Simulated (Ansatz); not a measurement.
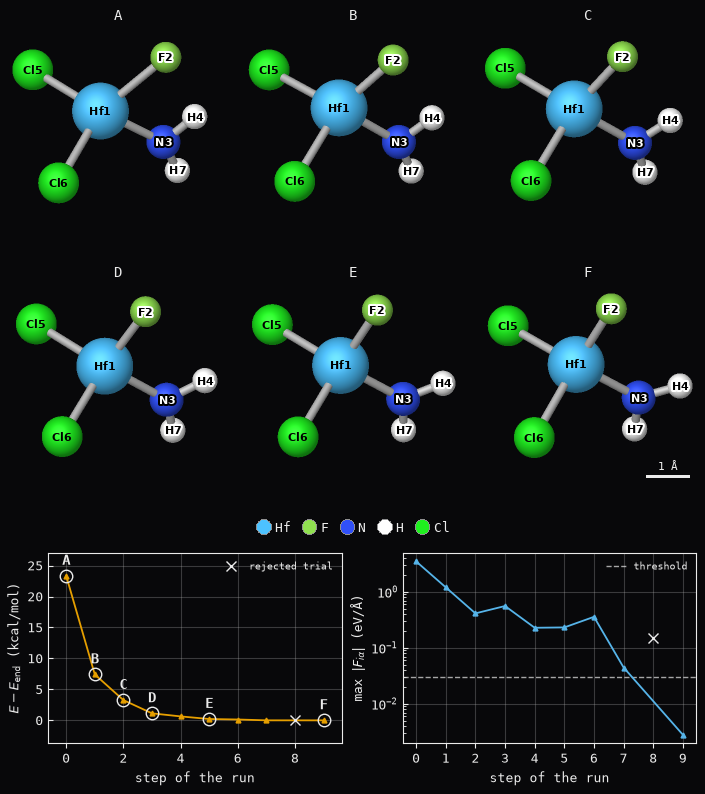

Frames of a relaxation of HfNH2Cl2F, marked on the history of the run. Style: ball-and-stick. Shown at a tilt.

The run prepares an end point of a later path (reaction) calculation, from a guessed geometry.

Method: UKS B3LYP-D4/def2-SVP in Ansatz. (collinear spin; force threshold 0.03 eV/Å; at most 50 steps)

### What happens along the run?

The atom that moves furthest after the best rigid fit is F2 (0.66 Å). Largest moves by element: F 0.66 Å, H 0.57 Å, Hf 0.17 Å, Cl 0.15 Å, N 0.13 Å. Near-neighbour distances that change, for instance: Hf1–F2 2.189 → 1.907 Å, Hf1–N3 1.968 → 2.010 Å, Hf1–Cl5 2.360 → 2.369 Å, N3–H4 1.027 → 1.020 Å. Bond angles that change, for instance: Hf1–N3–H4 97.9° → 125.6°, Hf1–N3–H7 148.7° → 125.9°, F2–Hf1–N3 83.7° → 105.1°. After 8 accepted moves (9 points after the start) the energy has fallen by 23.3 kcal/mol. Largest force component: 3.5 eV/Å at the start, 0.0028 eV/Å at the end. The line search rejected the trial step at point 8 of the run. From step 0 to 1: F2 moves most (0.19 Å), energy −15.9 kcal/mol. From step 1 to 2: F2 moves most (0.20 Å), energy −4.14 kcal/mol. From step 2 to 3: F2 moves most (0.19 Å), energy −2.14 kcal/mol. From step 3 to 5: H4 moves most (0.12 Å), energy −0.92 kcal/mol. From step 5 to 9: H7 moves most (0.10 Å), energy −0.22 kcal/mol.

```
step  E − E(0), kcal/mol  largest force component, eV/Å      note
   0                0.00                         3.5053          
   1              -15.92                         1.2065          
   2              -20.07                         0.4136          
   3              -22.21                         0.5596          
   4              -22.70                         0.2287          
   5              -23.12                         0.2321          
   6              -23.20                         0.3588          
   7              -23.34                         0.0446          
   8              -23.33                         0.1474  rejected
   9              -23.34                         0.0028
```
